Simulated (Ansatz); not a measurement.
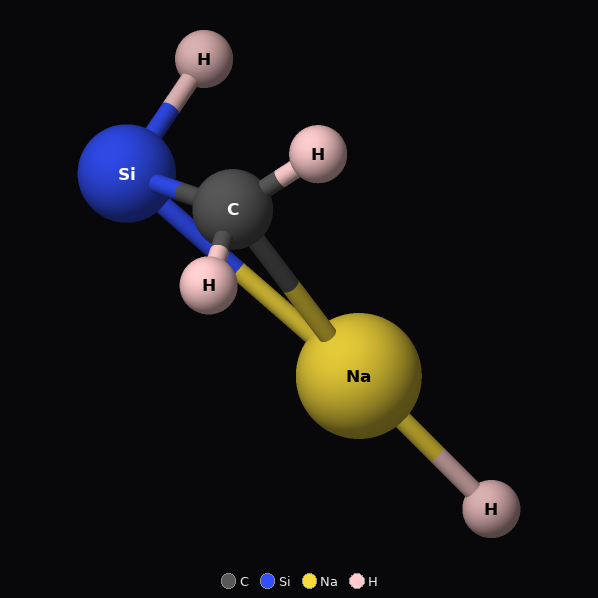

State: charge −1, singlet. Computed geometry: PBE0-D4/def2-TZVPD optimisation. No frequency run is at hand to confirm it as a minimum. Properties computed with RKS PBE0-D4/def2-TZVPPD (Ansatz 0.2.0).

Predict the main results.

The species is CH₄NaSi⁻.
- HOMO energy (Kohn–Sham orbital): −1.35 eV
- dispersion correction: −13.4 kJ/mol
